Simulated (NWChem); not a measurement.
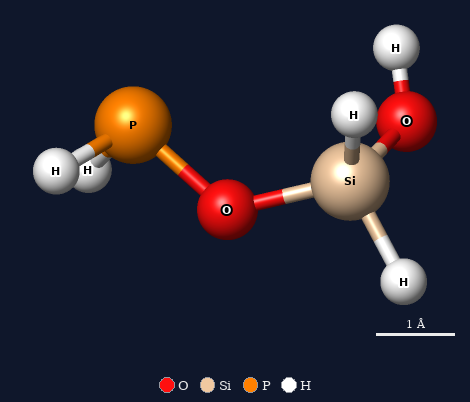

*The structure as given in the input (ball-and-stick view, seen at a tilt).*

## SiPH5O2: energy and gradient calculation (part 1 of 2)

System: SiPH5O2, SMILES O[SiH2]OP.
Method: HF/3-21G, RHF (NWChem 7.3.0).

The geometry comes from this level: PBE0-D4/def2-TZVP.

Input file:
```
start struct
title "H5O2PSi"
memory total 2200 mb
geometry noautosym nocenter noautoz
  O     -0.307900     1.144300    -1.642900
  Si     0.817700     0.562000    -0.606400
  O      0.302400    -0.778100     0.201800
  P     -0.942200    -0.834900     1.277600
  H     -0.998700     1.706900    -1.290600
  H      1.170600     1.605300     0.391300
  H      1.964500     0.123500    -1.421100
  H     -0.305900    -1.590900     2.302600
  H     -1.612000    -1.984300     0.770600
end
basis spherical bse
  O library 3-21G
  Si library 3-21G
  P library 3-21G
  H library 3-21G
end
scf
  thresh 1e-08
  maxiter 80
end
task scf gradient
```

Run on 1 thread of Intel Xeon @ 2.90GHz (Ice Lake), 16 GiB of memory available, shared host.

Command:
```bash
nwchem struct.nw > struct.out
```

What the program printed:
```
Northwest Computational Chemistry Package (NWChem) 7.3.0
             --------------------------------------------------------

           Job information
           ---------------

    nwchem branch   = 7.3.0
    use scalapack   = T
    input           = struct.nw
    prefix          = struct.
    data base       = ./struct.db
    status          = startup
    nproc           =        1

           Memory information
           ------------------

    heap     =     72089596 doubles =      550.0 Mbytes
    stack    =     72089601 doubles =      550.0 Mbytes
    global   =    144179200 doubles =     1100.0 Mbytes (distinct from heap & stack)
    total    =    288358397 doubles =     2200.0 Mbytes
    verify   = yes
    hardfail = no

           Directory information
           ---------------------

  0 permanent = .
  0 scratch   = .

                                NWChem Input Module
                                -------------------

                                      H5O2PSi
                                      -------

 Scaling coordinates for geometry "geometry" by  1.889725989
 (inverse scale =  0.529177249)

                             Geometry "geometry" -> ""
                             -------------------------

 Output coordinates in angstroms (scale by  1.889725989 to convert to a.u.)

  No.       Tag          Charge          X              Y              Z
 ---- ---------------- ---------- -------------- -------------- --------------
    1 O                    8.0000    -0.30790000     1.14430000    -1.64290000
    2 Si                  14.0000     0.81770000     0.56200000    -0.60640000
    3 O                    8.0000     0.30240000    -0.77810000     0.20180000
    4 P                   15.0000    -0.94220000    -0.83490000     1.27760000
    5 H                    1.0000    -0.99870000     1.70690000    -1.29060000
    6 H                    1.0000     1.17060000     1.60530000     0.39130000
    7 H                    1.0000     1.96450000     0.12350000    -1.42110000
    8 H                    1.0000    -0.30590000    -1.59090000     2.30260000
    9 H                    1.0000    -1.61200000    -1.98430000     0.77060000

      Atomic Mass
      -----------

      O                 15.994910
      Si                27.976930
      P                 30.973760
      H                  1.007825

 Effective nuclear repulsion energy (a.u.)     233.1528624463

            Nuclear Dipole moment (a.u.)
            ----------------------------
        X                 Y               Z
 ---------------- ---------------- ----------------
    -4.7445350395    -3.5250948591    -0.1919961604

            XYZ format geometry
            -------------------
     9
 geometry
 O                    -0.30790000     1.14430000    -1.64290000
 Si                    0.81770000     0.56200000    -0.60640000
 O                     0.30240000    -0.77810000     0.20180000
 P                    -0.94220000    -0.83490000     1.27760000
 H                    -0.99870000     1.70690000    -1.29060000
 H                     1.17060000     1.60530000     0.39130000
 H                     1.96450000     0.12350000    -1.42110000
 H                    -0.30590000    -1.59090000     2.30260000
 H                    -1.61200000    -1.98430000     0.77060000

 ==============================================================================
                                internuclear distances
 ------------------------------------------------------------------------------
       center one      |      center two      | atomic units |  angstroms
 ------------------------------------------------------------------------------
    2 Si               |   1 O                |     3.09383  |     1.63719
    3 O                |   2 Si               |     3.11351  |     1.64760
    4 P                |   3 O                |     3.11065  |     1.64609
    5 H                |   1 O                |     1.81043  |     0.95804
    6 H                |   2 Si               |     2.80827  |     1.48607
    7 H                |   2 Si               |     2.78449  |     1.47349
    8 H                |   4 P                |     2.69048  |     1.42374
    9 H                |   4 P                |     2.69032  |     1.42366
 ------------------------------------------------------------------------------
                         number of included internuclear distances:          8
 ==============================================================================

 ==============================================================================
                                 internuclear angles
 ------------------------------------------------------------------------------
        center 1       |       center 2       |       center 3       |  degrees
 ------------------------------------------------------------------------------
    2 Si               |   1 O                |   5 H                |   118.15
    1 O                |   2 Si               |   3 O                |   112.63
    1 O                |   2 Si               |   6 H                |   109.79
    1 O                |   2 Si               |   7 H                |   106.91
    3 O                |   2 Si               |   6 H                |   108.42
    3 O                |   2 Si               |   7 H                |   105.82
    6 H                |   2 Si               |   7 H                |   113.29
    2 Si               |   3 O                |   4 P                |   125.81
    3 O                |   4 P                |   8 H                |    98.68
    3 O                |   4 P                |   9 H                |    98.68
    8 H                |   4 P                |   9 H                |    92.17
 ------------------------------------------------------------------------------
                            number of included internuclear angles:         11
 ==============================================================================

                      Basis "ao basis" -> "" (spherical)
                      -----
  [basis functions not shown]

 Summary of "ao basis" -> "" (spherical)
 ------------------------------------------------------------------------------
       Tag                 Description            Shells   Functions and Types
 ---------------- ------------------------------  ------  ---------------------
 O                           3-21G                   5        9   3s2p
 Si                          3-21G                   7       13   4s3p
 P                           3-21G                   7       13   4s3p
 H                           3-21G                   2        2   2s

                                 NWChem SCF Module
                                 -----------------

                                      H5O2PSi

  ao basis        = "ao basis"
  functions       =    54
  atoms           =     9
  closed shells   =    25
  open shells     =     0
  charge          =   0.00
  wavefunction    = RHF
  input vectors   = atomic
  output vectors  = ./struct.movecs
  use symmetry    = F
  symmetry adapt  = F

 Summary of "ao basis" -> "ao basis" (spherical)
 ------------------------------------------------------------------------------
       Tag                 Description            Shells   Functions and Types
 ---------------- ------------------------------  ------  ---------------------
 O                           3-21G                   5        9   3s2p
 Si                          3-21G                   7       13   4s3p
 P                           3-21G                   7       13   4s3p
 H                           3-21G                   2        2   2s

 Forming initial guess at       0.0s

      Superposition of Atomic Density Guess
      -------------------------------------

 Sum of atomic energies:        -777.49273094

      Non-variational initial energy
      ------------------------------

 Total energy =    -778.712821
 1-e energy   =   -1540.667217
 2-e energy   =     528.801533
 HOMO         =      -0.267989
 LUMO         =       0.044038

 Starting SCF solution at       0.2s

 ----------------------------------------------
         Quadratically convergent ROHF

 Convergence threshold     :          1.000E-08
 Maximum no. of iterations :           80
 Final Fock-matrix accuracy:          1.000E-10
 ----------------------------------------------

              iter       energy          gnorm     gmax       time
             ----- ------------------- --------- --------- --------
                 1     -778.1825374379  1.13D+00  3.00D-01      0.4
                 2     -778.2476768402  2.82D-01  7.68D-02      0.7
                 3     -778.2546684950  1.57D-02  3.92D-03      1.1
                 4     -778.2547016930  7.03D-05  1.60D-05      1.8
                 5     -778.2547016937  2.84D-09  5.93D-10      2.9

       Final RHF  results
       ------------------

         Total SCF energy =   -778.254701693724
      One-electron energy =  -1541.949741111455
      Two-electron energy =    530.542176971458
 Nuclear repulsion energy =    233.152862446273

        Time for solution =      2.8s

             Final eigenvalues
             -----------------

              1
    1  -79.4393
    2  -68.3668
    3  -20.4540
    4  -20.4536
    5   -7.5056
    6   -6.1653
    7   -5.3906
    8   -5.3898
    9   -5.3873
   10   -4.2623
   11   -4.2617
   12   -4.2614
   13   -1.3622
   14   -1.3371
   15   -0.8733
   16   -0.7518
   17   -0.6576
   18   -0.6124
   19   -0.6006
   20   -0.5692
   21   -0.5295
   22   -0.4977
   23   -0.4764
   24   -0.4496
   25   -0.3776
   26    0.1470
   27    0.1812
   28    0.1986
   29    0.2414
   30    0.2709
   31    0.2931
   32    0.3192
   33    0.3525
   34    0.4395
   35    0.4889

                       ROHF Final Molecular Orbital Analysis
                       -------------------------------------

 Vector   13  Occ=2.000000D+00  E=-1.362165D+00
              MO Center=  2.1D-03,  6.0D-02, -4.2D-01, r^2= 2.1D+00
   Bfn.  Coefficient  Atom+Function         Bfn.  Coefficient  Atom+Function
  ----- ------------  ---------------      ----- ------------  ---------------
    28      0.573246  3 O  s                  6      0.448585  1 O  s
    23     -0.177954  3 O  s                 24      0.156417  3 O  s

 Vector   14  Occ=2.000000D+00  E=-1.337084D+00
              MO Center= -1.3D-01,  4.6D-01, -8.0D-01, r^2= 2.2D+00
   Bfn.  Coefficient  Atom+Function         Bfn.  Coefficient  Atom+Function
  ----- ------------  ---------------      ----- ------------  ---------------
     6      0.582259  1 O  s                 28     -0.478517  3 O  s
     1     -0.183462  1 O  s                  2      0.167365  1 O  s

 Vector   15  Occ=2.000000D+00  E=-8.732917D-01
              MO Center= -4.7D-01, -9.5D-01,  8.8D-01, r^2= 2.4D+00
   Bfn.  Coefficient  Atom+Function         Bfn.  Coefficient  Atom+Function
  ----- ------------  ---------------      ----- ------------  ---------------
    37      0.364759  4 P  s                 41      0.337421  4 P  s
    33     -0.299081  4 P  s                 28     -0.177652  3 O  s

 Vector   16  Occ=2.000000D+00  E=-7.517549D-01
              MO Center=  2.8D-03,  6.9D-01, -8.3D-01, r^2= 3.4D+00
   Bfn.  Coefficient  Atom+Function         Bfn.  Coefficient  Atom+Function
  ----- ------------  ---------------      ----- ------------  ---------------
    15      0.287893  2 Si s                  3      0.253657  1 O  px
     7      0.254383  1 O  px                11     -0.205133  2 Si s
    28     -0.193251  3 O  s                 45     -0.177457  5 H  s
     8     -0.159754  1 O  py                 4     -0.156700  1 O  py
```
